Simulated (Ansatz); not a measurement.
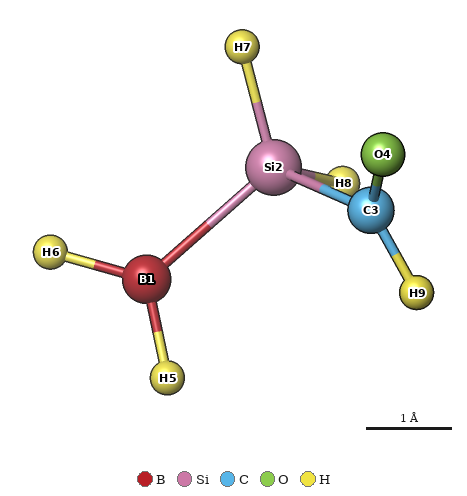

**Figure 1.** The input geometry of run A (ball-and-stick view, seen at a tilt; atoms are numbered from 1 in the order of the input). Bond lengths as drawn: B–H 1.19 to 1.20 Å, B–Si 2.01 Å, C–H 1.12 Å, C–O 1.20 Å, C–Si 1.93 Å and H–Si 1.48 to 1.49 Å.

## CH5BOSi: one change and its effect

System: CH5BOSi, SMILES B[SiH2]C=O.
Method of run A: RKS SPW92 (LDA)/def2-TZVPP (Ansatz 0.2.0).

The geometry comes from this level: PBE0-D4/def2-TZVP. Text and figures count atoms from 1; the logs count them from 0 in places.

**The input, run A**
```yaml
crystal:
  periodic: [false, false, false]
  atoms:
    - {symbol: B, position_ang: [-0.950116, 0.849962, -1.073142]}
    - {symbol: Si, position_ang: [0.610784, -0.206031, -0.386539]}
    - {symbol: C, position_ang: [0.330634, -0.553651, 1.494472]}
    - {symbol: O, position_ang: [1.022800, -0.098396, 2.365799]}
    - {symbol: H, position_ang: [-2.057631, 0.518183, -0.766995]}
    - {symbol: H, position_ang: [-0.828791, 1.799433, -1.786879]}
    - {symbol: H, position_ang: [1.958063, 0.387565, -0.570734]}
    - {symbol: H, position_ang: [0.541989, -1.540923, -1.055879]}
    - {symbol: H, position_ang: [-0.539232, -1.202441, 1.762897]}
basis:
  gaussian: {orbitals: def2-TZVPP}
hamiltonian: {xc: lda}
output: {orbitals: {seedname: orbitals}}
```

Hardware: 4 CPU threads, shared host.

**Output (run A)**
```
Functional definition: SPW92
  exchange = slater_x
  correlation = pw_c
1083 factors; their error is unknown
mean field evaluation 1: about -11648.4609 eV, gradient 5.1e1 eV
mean field evaluation 2: about -11598.0306 eV, gradient 1.3e2 eV
mean field evaluation 4: about -11654.0976 eV, gradient 8.5e0 eV
mean field evaluation 8: about -11654.3137 eV, gradient 1.5e-1 eV
mean field evaluation 16: about -11654.2857 eV, gradient 1.8e-4 eV
mean field -11654.28566055 eV, -428.2870984665 hartree, gradient 2.8e-5 eV, S^2 0.000000; 0 other end points of the search recorded, 0 dependent functions left out
reference -11654.28570349 eV, -428.2871000446 hartree; 19, 19 occupied and 186, 186 virtual orbitals, 1083 factors
Total energy: -11654.28570349 eV, -428.2871000446 hartree
```

For run B the input was changed thus:
```diff
-hamiltonian: {xc: lda}
+hamiltonian: {xc: {name: wB97X-V}}
```

What does this change do to the results?

The total energies belong to different methods, so their difference says nothing on which is more stable or more accurate. The HOMO goes from −5.88 to −9.36 eV. The LUMO goes from −4.01 to −0.62 eV.

**Output (run B)**
```
Functional definition: wB97X-V
  parameter omega = 0.3/bohr
  parameter cx = 0.167
  parameter cx1 = 0.603
  parameter cx2 = 1.194
  parameter css0 = 0.556
  parameter css1 = -0.257
  parameter cos0 = 1.219
  parameter cos1 = -1.850
  parameter b = 6.0
  parameter c = 0.01
  exchange = spin_sum(e_x_unif_sr(omega)*poly(b97_u_x, 1 - cx, cx1, cx2)) + cx*exact_x_sr(omega) + exact_x_lr(omega)
  correlation = spin_sum(e_c_pw_same_spin*poly(b97_u_same, css0, css1))
      + integral(e_c_pw_opposite_spin*poly(b97_u_opposite, cos0, cos1)) + vv10(b, c)
1086 factors; their error is unknown
269 factors; integrals over basis functions are off by at most 1.2e-5 eV
mean field evaluation 1: about -11713.6152 eV, gradient 4.0e1 eV
mean field evaluation 2: about -11711.8119 eV, gradient 5.5e1 eV
mean field evaluation 4: about -11716.7042 eV, gradient 2.0e0 eV
mean field evaluation 8: about -11716.7250 eV, gradient 3.5e-2 eV
mean field evaluation 16: about -11716.7259 eV, gradient 7.8e-5 eV
mean field -11716.72590710 eV, -430.5817352037 hartree, gradient 2.6e-5 eV, S^2 0.000000; 0 other end points of the search recorded, 0 dependent functions left out
reference -11716.72590485 eV, -430.5817351211 hartree; 19, 19 occupied and 186, 186 virtual orbitals, 1086 factors
Total energy: -11716.72590485 eV, -430.5817351211 hartree
```

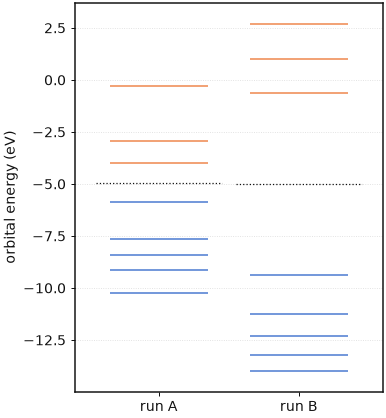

**Figure 2.** The five highest filled and three lowest empty orbital energies of the two runs; the dotted lines part filled from empty levels. The HOMO–LUMO gap is 1.87 eV in run A and 8.74 eV in run B.

**The two runs side by side**

```csv
quantity,run A,run B
outcome,converged,converged
total energy (hartree),−428.287100,−430.581735
HOMO (eV),−5.88,−9.36
LUMO (eV),−4.01,−0.62
basis functions,205,205
wall time (shared host),1.3 s,7.5 s
```
